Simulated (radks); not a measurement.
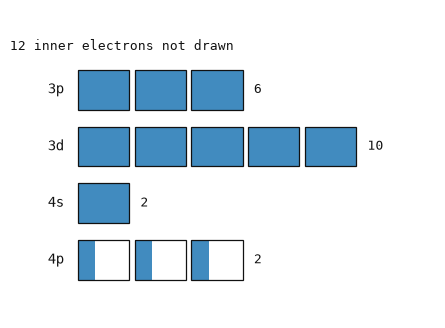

*The outer shells as the input fills them: a box for each of the 2l + 1 orbitals, shaded by the share of the shell that is filled, with the electron count at the right.*

# Run report: Ge, atomic calculation

The neutral germanium atom in the configuration [Ar] 3d10 4s2 4p2 (4p1/2: 2). Computed at this level: Dirac Kohn-Sham, BLYP, spin-unpolarised, spherical densities, finite nucleus (the in-house radial solver radks).

Output:
```
1s1/2   1   2.0000        -402.78665557
2s1/2   1   2.0000         -50.39283082
2p1/2   1   2.0000         -44.83279703
2p3/2   1   4.0000         -43.66049774
3s1/2   1   2.0000          -6.17118343
3p1/2   1   2.0000          -4.33910918
3p3/2   1   4.0000          -4.18155998
3d3/2   1   4.0000          -1.07933313
3d5/2   1   6.0000          -1.05781383
4s1/2   1   2.0000          -0.42492195
4p1/2   1   2.0000          -0.14121827
4p3/2   1   0.0000          -0.13434236
Etot -2099.3312554294607
Ekin 2143.9179877883935
Encl -5066.092774878407
Eh 902.8274205905818
Exc -79.98388893002917
err 5.40806632942438e-09
it 14
```

The input:
```
Z 32
configuration [Ar] 3d10 4s2 4p2
relativity Dirac
functional b88,lyp
spin unpolarised
j_filling energy
nucleus finite rms 4.0742 fm
c 137.035999084
mesh_step 0.05
max_iterations 83
```

Energies in input and log are in hartree, lengths in bohr (the nuclear radius in fm).

Launched within a batch (the task file carries these settings):
```bash
python <driver script> task.json out
```

Outcome:

- outcome: converged
- total energy: −2099.3313 hartree
- kinetic energy: 2143.9180 hartree
- electron–nucleus energy: −5066.0928 hartree
- Hartree energy: 902.827421 hartree
- exchange–correlation energy: −79.983889 hartree
- radius at density 0.001 e/bohr³: 4.46 bohr
- SCF iterations: 14
- hardware: 1 thread of Arm Neoverse V2, 108 GiB of memory available, shared host

What is odd here:

A numerical setting was moved from its usual value: mesh step h = 0.05. The program ran to the end, and its total energy equals that of the same run with the usual input (−2099.33126 hartree) within 10⁻⁵ hartree, so the oddity leaves no trace in it.
